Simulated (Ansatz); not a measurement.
# Cl₄H₂OSi (built from SMILES Cl[Si](Cl)(Cl)Cl.O): a short trajectory

The task is to watch the atoms for 60 steps of 0.25 fs, started with velocities for 500 K and run at constant energy, and see to which side of the barrier the system falls.

Method: PBE0-D4/def2-SVP; program: Ansatz 0.2.0, Gaussian basis.

1 further run of the same task is left out (it didn't finish).

### 1 Starting geometry

The start, a first-order saddle point found at PBE0-D4 in triple zeta: 8 atoms, charge 0, spin multiplicity 1.

Atoms are counted from 1 here; the program's logs count them from 0.

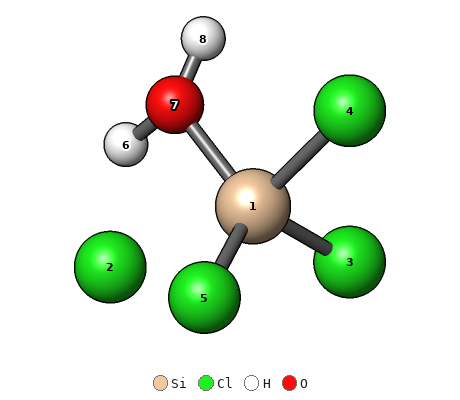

Start geometry, drawn with silicon light orange, chlorine green, hydrogen white, oxygen red; atoms are numbered from 1 in the order of the file.

Geometry (Å):

```
Si   -0.17084    0.53978   -0.28758
Cl    1.42298   -1.20524   -1.19725
Cl   -1.44164    0.06024   -1.79108
Cl   -1.48615    1.54113    0.99100
Cl    1.22739    1.95970   -0.61197
H     0.76124   -1.34913    0.33808
O     0.18207   -0.65502    0.95518
H    -0.49504   -0.89147    1.60360
```

### 2 Dynamics

Contents of md/in.yaml:

```yaml
crystal:
  periodic: [false, false, false]
  atoms:
    - {symbol: Si, position_ang: [-0.170844, 0.539784, -0.287575]}
    - {symbol: Cl, position_ang: [1.422975, -1.205239, -1.197246]}
    - {symbol: Cl, position_ang: [-1.441643, 0.060236, -1.791081]}
    - {symbol: Cl, position_ang: [-1.486149, 1.541134, 0.991004]}
    - {symbol: Cl, position_ang: [1.227390, 1.959701, -0.611966]}
    - {symbol: H, position_ang: [0.761239, -1.349130, 0.338077]}
    - {symbol: O, position_ang: [0.182066, -0.655016, 0.955183]}
    - {symbol: H, position_ang: [-0.495035, -0.891470, 1.603604]}
basis:
  gaussian: {orbitals: def2-SVP}
hamiltonian: {xc: pbe0, dispersion: d4}
md: {n_steps: 60, timestep: 0.25, temperature: 500, ensemble: nve, seed: 328, initial_velocities: maxwell_boltzmann}
```

Command:

```console
$ ansatz run in.yaml --threads 8 --pin off --events-out ev --progress --plain --max-ram 19148MiB
```

Log, cut to the lines that bear on the results:

```text
Functional definition: PBE0
  name "PBE0"
  cite "Adamo & Barone, J. Chem. Phys. 110, 6158 (1999) doi:10.1063/1.478522"
  cite "Perdew, Burke & Ernzerhof, Phys. Rev. Lett. 77, 3865 (1996) doi:10.1103/PhysRevLett.77.3865"
  parent pbe
[...]
1109 factors; integrals over basis functions are off by at most 3.7e-4 eV
[...]
mean field -60010.76857603 eV, -2205.3550684090 hartree, gradient 4.6e-5 eV, S^2 0.000000; 0 other end points of the search recorded, 0 dependent functions left out
[...]
reference -60010.76859769 eV, -2205.3550692052 hartree; 46, 46 occupied and 68, 68 virtual orbitals, 1109 factors
md step     0: t =     0.00 fs  T =   500.0 K  F+E_penalty+E_count = -60011.07510781 eV  E_kin = 0.387780 eV  conserved = -60010.68732781 eV  (23 SCF iters)
[...]
md step    15: t =     3.75 fs  T =   457.8 K  F+E_penalty+E_count = -60011.04236145 eV  E_kin = 0.355082 eV  conserved = -60010.68727961 eV  (22 SCF iters)
[...]
md step    30: t =     7.50 fs  T =   384.6 K  F+E_penalty+E_count = -60010.98549430 eV  E_kin = 0.298277 eV  conserved = -60010.68721703 eV  (21 SCF iters)
[...]
md step    45: t =    11.25 fs  T =   320.6 K  F+E_penalty+E_count = -60010.93578223 eV  E_kin = 0.248646 eV  conserved = -60010.68713583 eV  (22 SCF iters)
[...]
md step    59: t =    14.75 fs  T =   311.3 K  F+E_penalty+E_count = -60010.92861046 eV  E_kin = 0.241443 eV  conserved = -60010.68716718 eV  (22 SCF iters)
[...]
md step    60: t =    15.00 fs  T =   306.5 K  F+E_penalty+E_count = -60010.92488367 eV  E_kin = 0.237729 eV  conserved = -60010.68715418 eV  (24 SCF iters)
Total energy: -60010.92490581 eV, -2205.3608134226 hartree
Atom 0 at    -0.199064     0.517145    -0.274589 Å, force     1.536845    -0.123661    -0.499984 eV/Å
Atom 1 at     1.417199    -1.138542    -1.194900 Å, force    -0.185082     0.224532    -0.040827 eV/Å
Atom 2 at    -1.471953     0.018207    -1.809038 Å, force    -0.015415     0.121959     0.276032 eV/Å
Atom 3 at    -1.483754     1.589050     0.980202 Å, force     0.247556    -0.434513     0.031362 eV/Å
Atom 4 at     1.284798     1.990045    -0.621660 Å, force    -0.954732    -0.722540     0.320516 eV/Å
Atom 5 at     0.743463    -1.455508     0.409663 Å, force     0.172693    -0.365017    -0.113887 eV/Å
Atom 6 at     0.176405    -0.824645     0.998805 Å, force    -1.650267     1.058622     1.085785 eV/Å
Atom 7 at    -0.435228    -1.081819     1.747676 Å, force     0.848403     0.240618    -1.058997 eV/Å
Dipole moment:    -0.342197    -0.431210     0.779527 e Å
```

Run time: 42 s. Hardware: 8 threads of INTEL XEON PLATINUM 8581C at 2.10GHz, shared host.

### 3 The trajectory

One row in 3 steps:

| time (fs) | T (K) | potential (meV) | potential + kinetic (meV) | Si1–O7 (Å) | Cl2–H6 (Å) | Si1–Cl2 (Å) | H6–O7 (Å) |
| --- | --- | --- | --- | --- | --- | --- | --- |
| 0.00 | 500 | 0.0 | 0.0 | 1.760 | 1.678 | 2.532 | 1.095 |
| 0.75 | 489 | 8.4 | 0.1 | 1.767 | 1.695 | 2.532 | 1.078 |
| 1.50 | 470 | 23.2 | 0.2 | 1.774 | 1.711 | 2.532 | 1.064 |
| 2.25 | 459 | 31.6 | 0.2 | 1.782 | 1.725 | 2.531 | 1.053 |
| 3.00 | 459 | 31.6 | 0.1 | 1.789 | 1.738 | 2.531 | 1.045 |
| 3.75 | 458 | 32.7 | 0.0 | 1.796 | 1.748 | 2.530 | 1.041 |
| 4.50 | 445 | 42.6 | 0.1 | 1.803 | 1.756 | 2.529 | 1.042 |
| 5.25 | 424 | 59.2 | 0.1 | 1.810 | 1.762 | 2.528 | 1.047 |
| 6.00 | 403 | 75.0 | 0.2 | 1.817 | 1.766 | 2.527 | 1.055 |
| 6.75 | 391 | 84.8 | 0.2 | 1.824 | 1.769 | 2.525 | 1.064 |
| 7.50 | 385 | 89.6 | 0.1 | 1.831 | 1.771 | 2.524 | 1.075 |
| 8.25 | 377 | 95.7 | 0.1 | 1.838 | 1.772 | 2.521 | 1.084 |
| 9.00 | 359 | 109.2 | 0.1 | 1.845 | 1.772 | 2.519 | 1.090 |
| 9.75 | 335 | 128.1 | 0.2 | 1.852 | 1.772 | 2.517 | 1.094 |
| 10.50 | 318 | 141.1 | 0.2 | 1.858 | 1.772 | 2.514 | 1.093 |
| 11.25 | 321 | 139.3 | 0.2 | 1.864 | 1.771 | 2.510 | 1.089 |
| 12.00 | 336 | 127.4 | 0.1 | 1.869 | 1.771 | 2.507 | 1.081 |
| 12.75 | 346 | 119.4 | 0.0 | 1.874 | 1.770 | 2.503 | 1.070 |
| 13.50 | 340 | 123.8 | 0.0 | 1.879 | 1.770 | 2.499 | 1.057 |
| 14.25 | 323 | 137.2 | 0.1 | 1.883 | 1.769 | 2.495 | 1.044 |
| 15.00 | 307 | 150.2 | 0.2 | 1.888 | 1.769 | 2.490 | 1.033 |

Energies count from the start.

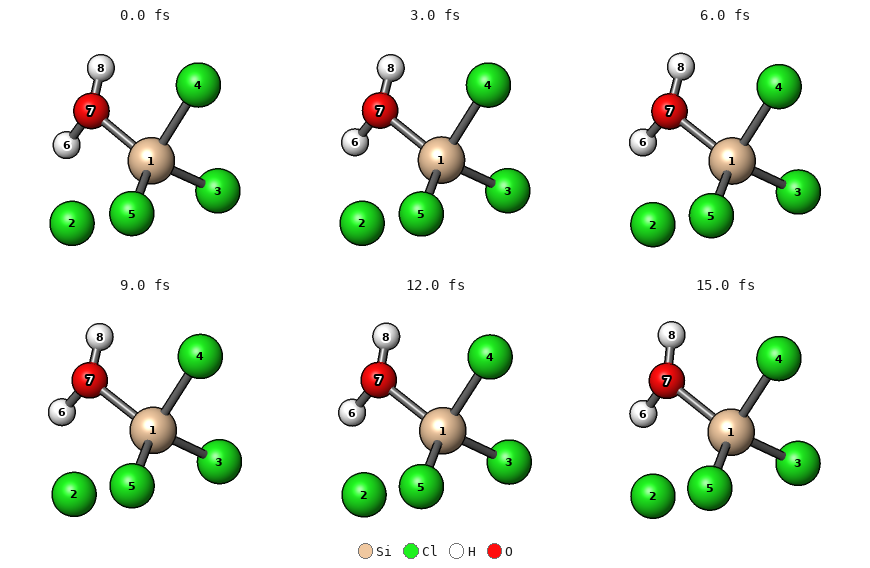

Six frames.

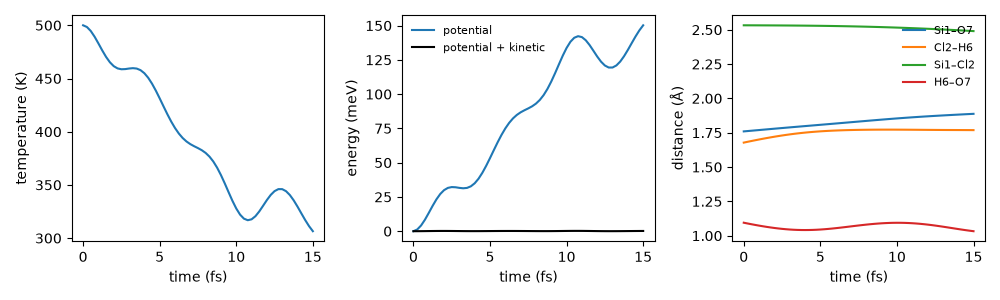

Temperature, energies and the distances followed.

Positions (Å) and forces (eV/Å) at 6.00 fs:

```xyz
8

Si   -0.195    0.532   -0.277    1.416   -0.124   -0.615
Cl    1.421   -1.179   -1.197   -0.061    0.083    0.018
Cl   -1.452    0.043   -1.798   -0.228   -0.009   -0.062
Cl   -1.485    1.562    0.985   -0.027   -0.171    0.230
Cl    1.254    1.975   -0.617   -0.489   -0.342    0.182
H     0.781   -1.425    0.431   -0.008   -0.062   -0.335
O     0.191   -0.735    0.967   -1.664    0.661    1.321
H    -0.522   -0.911    1.647    1.060   -0.036   -0.739
```

Positions (Å) and forces (eV/Å) at 15.00 fs:

```xyz
8

Si   -0.199    0.517   -0.275    1.537   -0.124   -0.500
Cl    1.417   -1.139   -1.195   -0.185    0.225   -0.041
Cl   -1.472    0.018   -1.809   -0.015    0.122    0.276
Cl   -1.484    1.589    0.980    0.248   -0.435    0.031
Cl    1.285    1.990   -0.622   -0.955   -0.723    0.321
H     0.743   -1.456    0.410    0.173   -0.365   -0.114
O     0.176   -0.825    0.999   -1.650    1.059    1.086
H    -0.435   -1.082    1.748    0.848    0.241   -1.059
```

### 4 Outcome

```
                                                 quantity              value
                                                   length  60 steps, 15.0 fs
                                 temperature at the start              500 K
                            mean temperature, second half              340 K
lowest and highest potential energy, from the first frame      0 and 150 meV
                    largest change of potential + kinetic            0.2 meV
```

In words: By the last frame it has moved back towards the start side of the step. With no thermostat the total energy should stay fixed; it holds within 0.2 meV, small beside the kinetic energy, so the time step serves. The temperature runs between 307 and 500 K.
